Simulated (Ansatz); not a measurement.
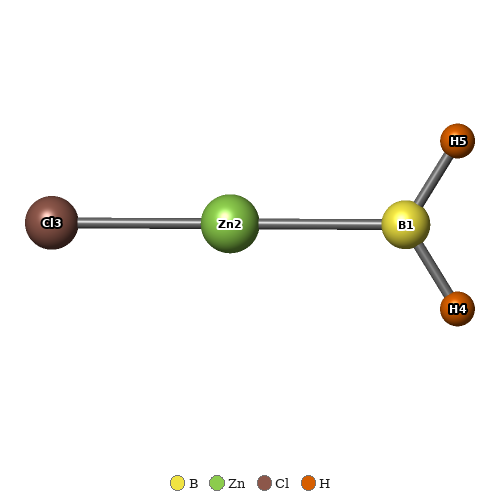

The system is BClH₂Zn, SMILES [BH2][Zn][Cl]; the picture shows the reference structure. Coordinates scanned: (1) bond length B1–Zn2; (2) bond length B1–H5. Nothing is relaxed (all other coordinates rigid). The scan uses a 15 × 15 grid. Energies: kJ/mol, counted from the lowest grid point. The calculation used RHF/def2-TZVP in Ansatz.

Its coordinates:

```xyz
5

B    -0.6866    0.5967   -0.4885
Zn    0.7283   -0.6329    0.5182
Cl    2.1644   -1.8812    1.5400
H    -1.5972    0.1331   -1.0987
H    -0.6089    1.7843   -0.4710
```

Range: bond length B1–Zn2 from 1.830 to 2.979 Å; bond length B1–H5 from 1.000 to 1.547 Å.

What landscape does the calculation give?

Answer. The lowest grid point is at bond length B1–Zn2 = 2.158 Å, bond length B1–H5 = 1.195 Å. It is the only kind of minimum in the scanned range. The highest grid point, bond length B1–Zn2 = 2.979 Å, bond length B1–H5 = 1.547 Å, lies 244 kJ/mol above the lowest. Round the minimum the two coordinates are nearly uncoupled.

```csv
"bond length B1–H5 ↓, bond length B1–Zn2 →",1.830,1.912,1.994,2.076,2.158,2.240,2.322,2.404,2.486,2.568,2.651,2.733,2.815,2.897,2.979
1.547,147,116,98,90,90,95,105,118,133,150,168,187,206,225,244
1.508,133,102,84,75,75,80,90,103,118,135,153,172,191,210,229
1.469,119,88,70,61,61,66,76,89,104,121,139,157,176,195,215
1.430,106,75,56,48,48,53,62,75,90,107,125,144,163,182,201
1.391,94,62,44,36,35,41,50,63,78,94,112,131,150,169,188
1.352,83,52,33,25,24,29,39,51,66,83,101,119,138,157,176
1.313,74,42,24,16,15,20,29,42,57,73,91,110,128,147,166
1.274,67,35,17,8,7,12,22,34,49,65,83,102,120,139,158
1.234,62,30,11,3,2,7,16,29,43,60,78,96,115,134,153
1.195,60,28,9,1,0,5,14,26,41,57,75,93,112,131,150
1.156,61,30,11,2,1,6,15,28,42,59,76,94,113,132,151
1.117,67,35,17,8,7,12,21,33,48,64,82,100,119,137,156
1.078,78,47,28,19,18,23,32,44,59,75,92,111,129,148,167
1.039,96,64,45,36,35,40,49,61,76,92,109,128,146,165,184
1.000,121,89,70,61,60,65,74,86,100,117,134,152,171,189,208
```

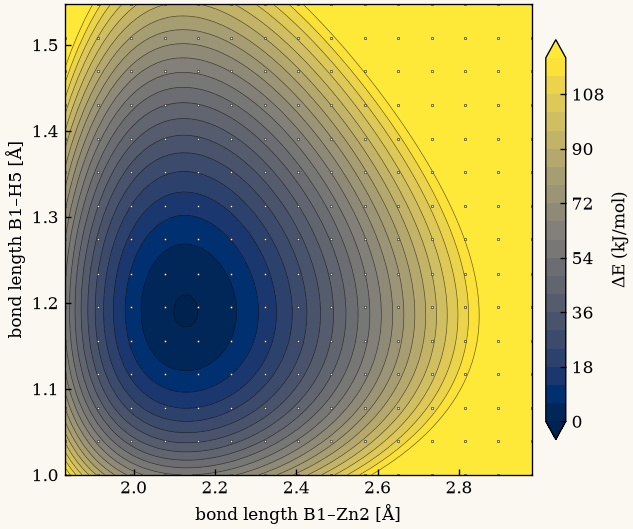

Drawn: filled contours, dots at the grid points, one colour for all values above the top of the scale. Between grid points the surface is interpolated.

The whole map (225 points run) took 6.5 min on 1 thread of Intel(R) Xeon(R) 6975P-C (Granite Rapids), with other jobs on the host.
